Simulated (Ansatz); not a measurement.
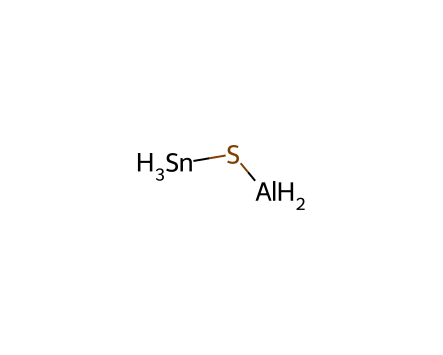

Skeletal drawing of a molecule.

Give its SMILES.

[AlH2][S][SnH3]

Give the formula, hydrogens included.

AlH5SSn.

An optimisation with PBE0-D4/def2-TZVP gave a structure of which point group?

Cs.

The parts below concern this one geometry. Atoms keep their numbers from picture to picture. Computed geometry: PBE0-D4/def2-TZVP optimisation.

Geometry

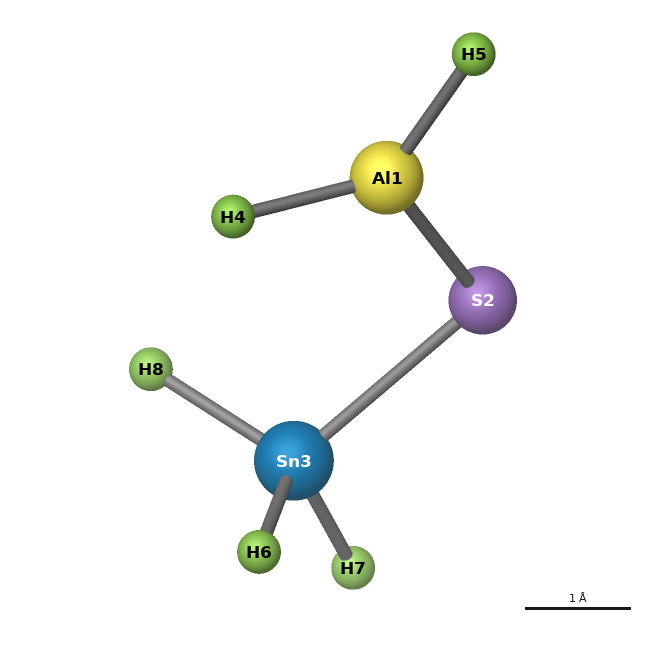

Numbered structure.

Which atoms are bonded, and how long are the bonds?

```csv
bond,length (Å)
Al1–S2,2.170
Al1–H4,1.586
Al1–H5,1.579
S2–Sn3,2.412
Sn3–H6,1.704
Sn3–H7,1.703
Sn3–H8,1.704
```

Levels of theory compared

Program: Ansatz 0.2.0.

At this fixed geometry, give HOMO energy (eV), HOMO–LUMO gap (eV) at these levels: B3LYP-D4/def2-TZVPP; B97M-V/def2-TZVPP; HSE06 (plane-wave form)-D4/def2-TZVPP; SPW92 (LDA)/def2-TZVPP; r2SCAN-D4/def2-TZVPP; r2SCAN0-D4/def2-TZVPP; ωB97M-V/def2-SVP.

```tsv
level	HOMO energy (eV)	HOMO–LUMO gap (eV)
B3LYP-D4/def2-TZVPP	−7.36	5.74
B97M-V/def2-TZVPP	−6.87	4.80
HSE06 (plane-wave form)-D4/def2-TZVPP	−7.21	5.42
SPW92 (LDA)/def2-TZVPP	−6.58	4.18
r2SCAN-D4/def2-TZVPP	−6.75	4.88
r2SCAN0-D4/def2-TZVPP	−7.79	6.54
ωB97M-V/def2-SVP	−9.61	9.95
```

Dipole moment

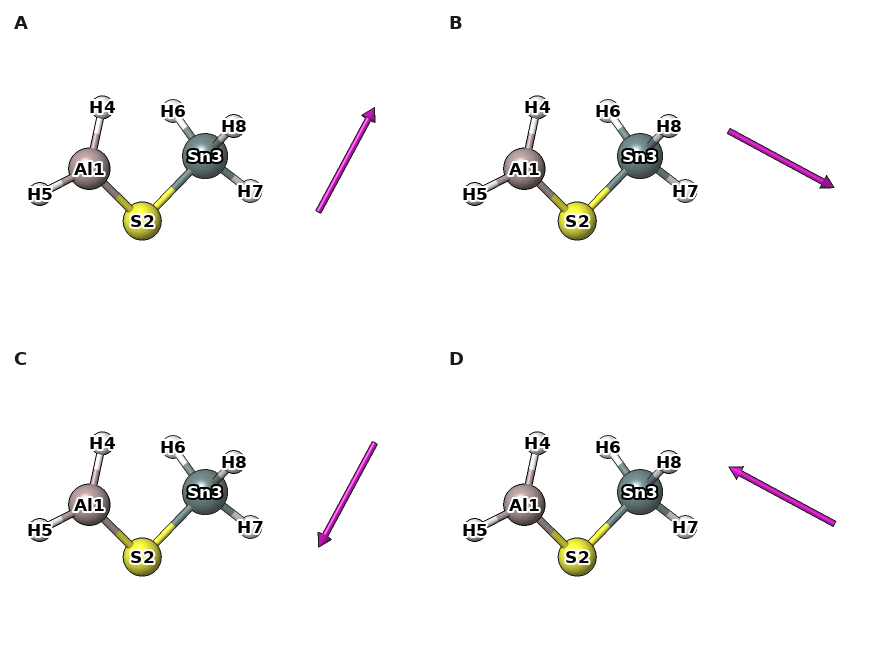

The same molecule four times, each with an arrow. Method: RKS ωB97M-V/def2-TZVPP, core potentials on Sn (Ansatz 0.2.0).

Which arrow points along the dipole moment, from the negative to the positive end?

A. The dipole moment is 1.35 D; it points from the side of H5 to the side of H6, H8 (the outermost atoms at the two ends).

Charges

The questions are on Mulliken charges. Properties computed with RKS B3LYP-D4/def2-TZVPP, core potentials on Sn (Ansatz 0.2.0).

List the Mulliken charges.

```json
{"atom": "Al1", "value (e)": "0.41"}
{"atom": "S2", "value (e)": "−0.43"}
{"atom": "Sn3", "value (e)": "0.63"}
{"atom": "H4", "value (e)": "−0.14"}
{"atom": "H5", "value (e)": "−0.13"}
{"atom": "H6", "value (e)": "−0.12"}
{"atom": "H7", "value (e)": "−0.11"}
{"atom": "H8", "value (e)": "−0.12"}
```

Mulliken values depend strongly on the basis set and can even reverse the polarity of a bond.
